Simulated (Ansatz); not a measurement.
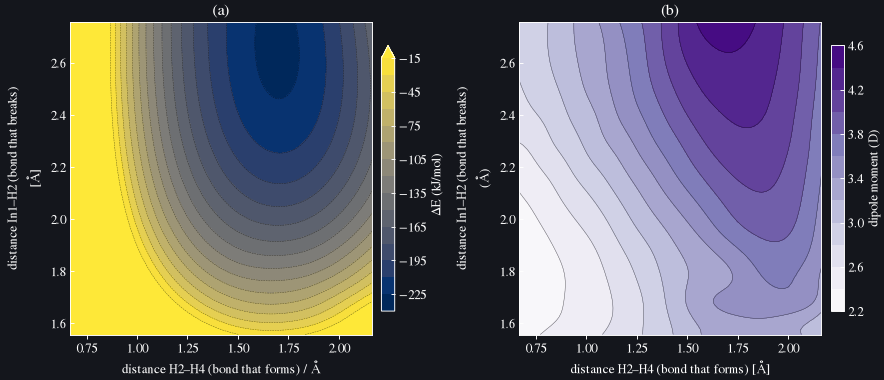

The reacting system ClH3InN. First axis: distance H2–H4 (bond that forms). Second axis: distance In1–H2 (bond that breaks). Relaxed at each point: all other coordinates. The scan uses a 13 × 13 grid. Points are written as (first, second). All energies are given in kJ/mol relative to a guessed transition structure relaxed with its forming and breaking bonds held. The reference is spin-restricted, so regions where a bond is pulled apart into radicals lie too high. Level of theory: RKS SPW92 (LDA)/def2-SVP in Ansatz 0.2.0.

Panel (a) is the energy and panel (b) the computed dipole moment on the same grid.

In the figure: filled contours, one colour for all values above the top of the scale. Between grid points the surface is interpolated.

Q: How does the dipole moment vary over the map, and what is it at the lowest grid point?

A: Leaving out the highest fifth of the energies, it runs from 2.43 D at (0.931 Å, 1.769 Å) to 4.49 D at (1.713 Å, 2.757 Å). At the lowest grid point, (1.713 Å, 2.633 Å), it is 4.40 D.
